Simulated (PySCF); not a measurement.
# C₆H₁₄AlB: what the fields show

Input

```
{"job": {"kind": "nmr", "xc": "PBE0", "basis": "pcSseg-1"}, "charge": 0, "multiplicity": 1}
C     -2.059078     0.375746     1.671248
B     -1.297456     0.077925     0.319532
C     -2.096171    -0.506343    -0.912280
C      0.259874     0.309859     0.227323
C      0.858919     0.580405    -1.169964
C      2.386226     0.798483    -1.076759
Al     2.731720    -0.639879     0.262482
C      0.852334    -1.021380     0.809752
H     -2.592474    -0.503769     2.030257
H     -1.421262     0.729418     2.478865
H     -2.823743     1.134763     1.505240
H     -3.099359    -0.845804    -0.664615
H     -1.575025    -1.333181    -1.391763
H     -2.197335     0.263207    -1.678207
H      0.601742     1.125196     0.880643
H      0.360441     1.446808    -1.613440
H      0.654328    -0.280731    -1.811570
H      2.579974     1.822132    -0.729171
H      2.840393     0.735616    -2.070951
H      4.058327    -1.270947     0.733415
H      0.364046    -1.876896     0.326602
H      0.603169    -1.101243     1.872514
```

Launched as:

```sh
OMP_NUM_THREADS=1 python probes_run.py task.json out
```

Geometry: GFN2-xTB.

Level of theory: PBE0/pcSseg-1, SCF density, gas phase, non-relativistic in PySCF.

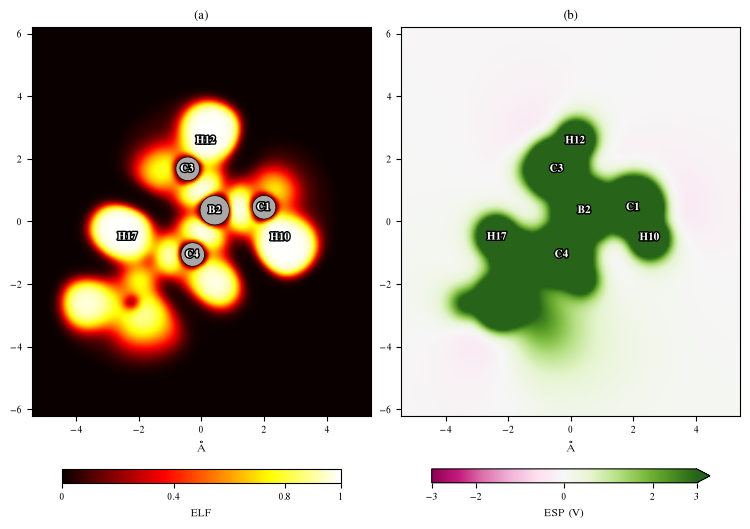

Figure 1. (a) electron localisation function; (b) molecular electrostatic potential on the plane of atoms C1, B2 and C3. Grey discs cover the atomic cores in the ELF map.

Describe what can be read from this map.

Answer. Atoms in the plane: C, B and H. C–B (1.58 Å): the ELF peaks at about 1 between the atoms, as expected for a shared electron pair. C–H (1.09 Å): the ELF climbs to about 1 towards the hydrogen, as it does in any bond to H (an ordinary covalent bond to hydrogen). Outside the dense part of the molecule the potential is most negative (−0.3 V) near C1.

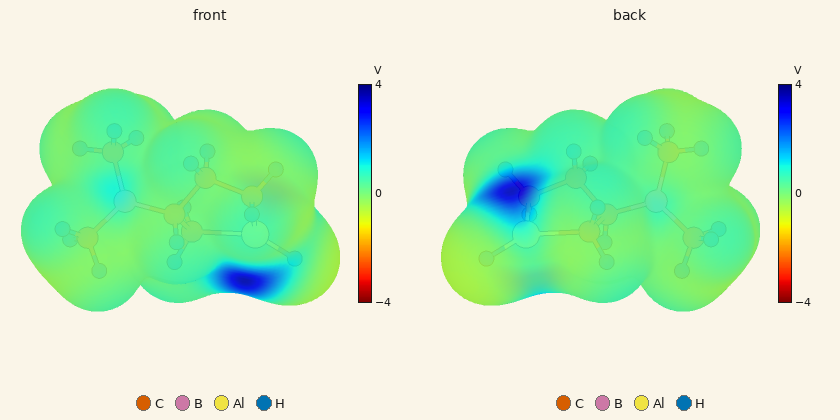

Figure 2. The molecular electrostatic potential painted on the density surface at 0.002 e/bohr³, seen from the front and from behind; the colour scale runs from red (negative) to blue (positive).

Which sites attract a positive test charge, and which a negative one?

Answer. A positive charge is drawn to the negative regions and a negative charge to the positive ones. The most negative region (about −0.5 V) lies over H20, the most positive (about +3.3 V) over Al7.
